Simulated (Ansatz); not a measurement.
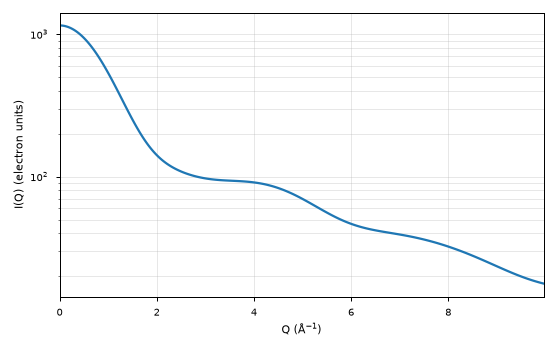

Elastic X-ray scattering of a randomly oriented, rigid molecule, calculated with the Debye equation from neutral-atom form factors (independent atoms, no Compton part, no vibration). The geometry is the end point of an optimisation (RKS PBE0/STO-3G in Ansatz); it may be a saddle point or a higher isomer. It contains C, Si, O, H.

Q: How many electrons does the independent-atom model of the molecule hold?

A: I(0) is the square of the electron number: I(0) = 1160, so about 34 electrons, the count of CH6OSi.

Q: What radius of gyration does the initial fall-off give?

A: From I(Q) ≈ I(0) exp(−Q²R²/3) at small Q, R ≈ 1.56 Å. It is larger than the electron-weighted radius of the nuclear positions alone (1.36 Å), because each atom's electron cloud adds to it.
